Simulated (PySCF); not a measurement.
KNa

```xyz
2

K     0.0000    0.0000   -1.3133
Na    0.0000    0.0000    2.2257
```

Computed with PBE0/x2c-TZVPall, spin-free X2C-1e, Gaussian nucleus, at a bond length of 3.539 Å in PySCF 2.14.0.

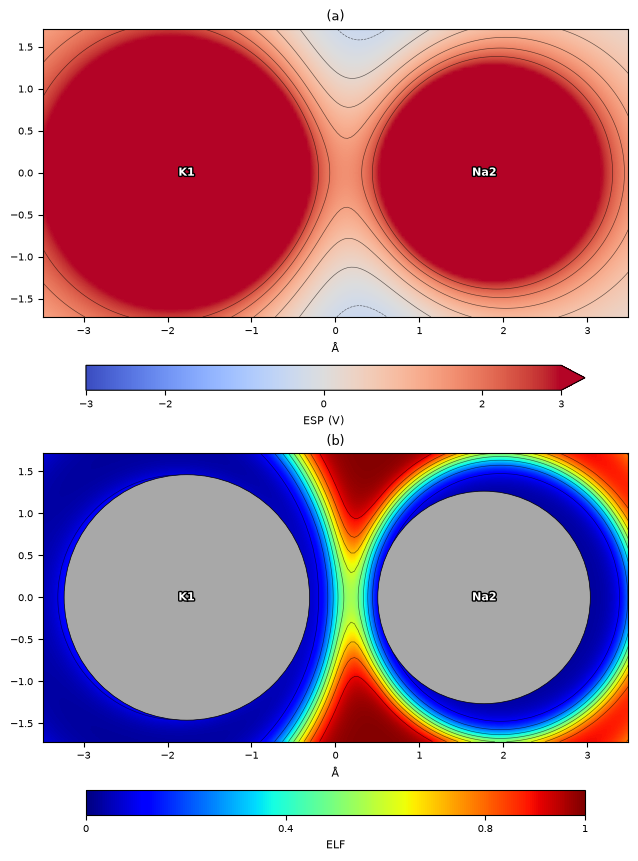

Figure 1. (a) molecular electrostatic potential; (b) ELF on a plane that holds the molecular axis. Grey discs cover the atomic cores in the ELF map.

### Read the bonding off the picture.

- Atoms in the plane: K and Na.
- K–Na (3.54 Å): the ELF is about 0.35 at the midpoint.
- Outside the dense part of the molecule the potential is most negative (−0.4 V) near K1.

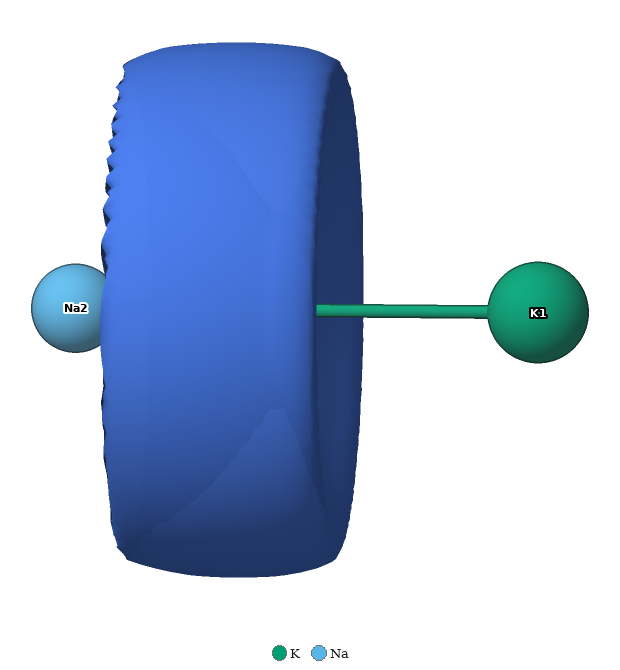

Figure 2. Isosurface of the ELF at 0.8 (blue), seen from one side. Only the valence region is drawn (cores and ρ < 0.01 e/Å³ removed).

### Where are the electrons localised?

The surface consists of one lobe of the valence shell of Na pointing towards K (polar bonds).
